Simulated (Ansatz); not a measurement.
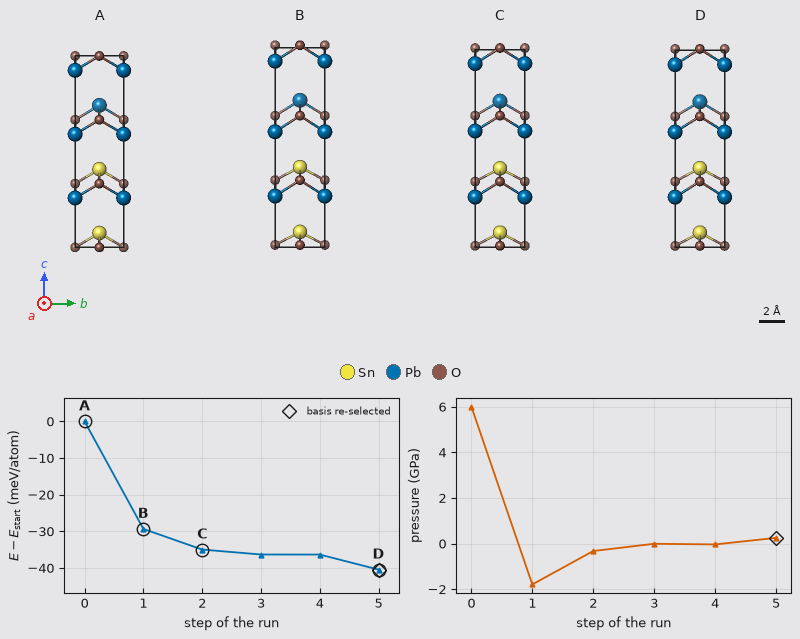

Frames of a relaxation of a crystal of SnPb2O3 (a generated structure, set up in P4mm) (coarse preliminary run), marked on the history of the run. A ball-and-stick model of the cell of the calculation, seen along the a axis.

The calculation used DFT PBE, scalar-relativistic, plane waves, PAW (Ansatz).

Input file:
```yaml
crystal:
  lattice:
    - [3.90250789, 0.0, 0.0]
    - [0.0, 3.90250789, 0.0]
    - [0.0, 0.0, 15.39672495]
  atoms:
    - { symbol: Sn, position: [0.5, 0.5, 0.07532493] }
    - { symbol: Sn, position: [0.5, 0.5, 0.40865826] }
    - { symbol: Pb, position: [0.5, 0.5, 0.74199159] }
    - { symbol: Pb, position: [0.0, 0.0, 0.25800841] }
    - { symbol: Pb, position: [0.0, 0.0, 0.59134174] }
    - { symbol: Pb, position: [0.0, 0.0, 0.92467507] }
    - { symbol: O, position: [0.5, 0.0, 0.0] }
    - { symbol: O, position: [0.5, 0.0, 0.33333333] }
    - { symbol: O, position: [0.5, 0.0, 0.66666667] }
    - { symbol: O, position: [0.0, 0.5, 0.0] }
    - { symbol: O, position: [0.0, 0.5, 0.33333333] }
    - { symbol: O, position: [0.0, 0.5, 0.66666667] }
basis:
  ecutwfc: 420
kpoints:
  mp_grid: { grid: [4, 4, 1] }
hamiltonian:
  xc: pbe
scf:
  occupations: { method: gaussian, width: 0.1 }
  lower_state_search: "off"
output:
  forces: true
  stress: true
  eigenvalues: true
relax:
  adjacent_minimum: "off"
  f_tol: 0.04
  max_steps: 70
  cell: { stress_tol: 0.4 }
```

Run as
```bash
ansatz run input.yaml --threads 1 --pin off --max-ram 2560MiB --backend cpu --events-out ev --progress --plain --runs-dir out
```

What happens along the run?

Answer. The largest moves relative to the cell, 0.12 Å, are those of O7 and O10. O7 goes along +c. By element the largest moves are O 0.12 Å, Sn 0.10 Å, Pb 0.09 Å. The drawn cell changes as follows: a = b 3.903 → 3.981 Å (+2.0 %), c 15.397 → 15.843 Å (+2.9 %); the volume changes by +7.1 %. Some distances before and after: Pb4–O11 2.270 → 2.356 Å, Pb5–O12 2.270 → 2.353 Å, Pb3–O12 2.270 → 2.315 Å, Sn1–O10 2.270 → 2.262 Å. Among the angles between lasting bonds that change: O8–Sn2–O8 118.5° → 123.3°, Sn1–O10–Sn1 118.5° → 123.3°, O7–Pb6–O7 118.5° → 115.3°. The space group stays P4mm (No. 99). Over 4 accepted moves (5 points after the start) the energy falls by 40.4 meV per atom. Largest force component: 1.6 eV/Å at the start, 0.029 eV/Å at the end. Pressure: 6.01 GPa at the start and 0.26 GPa at the end. The SCF was repeated once at an unchanged geometry on a basis and grid sized afresh for the cell, which shifted the energy by 4.1 meV per atom at most. From step 0 to 1: Pb5 moves most (0.20 Å), volume +9.7 %, energy −29.3 meV per atom. From step 1 to 2: Pb5 moves most (0.15 Å), volume −0.9 %, energy −5.6 meV per atom. From step 2 to 5: Sn2 moves most (0.05 Å), volume −1.4 %, energy −5.5 meV per atom.

```tsv
step	E − E(0), meV/atom	largest force component, eV/Å	pressure, GPa	volume, Å³/atom	note
0	0.00	1.6330	6.01	19.540	
1	-29.32	0.9790	-1.79	21.426	
2	-34.96	0.1637	-0.32	21.223	
3	-36.31	0.1651	0.00	20.823	
4	-36.32	0.0290	-0.03	20.925	
5	-40.43	0.0294	0.26	20.925	same geometry, new basis
```
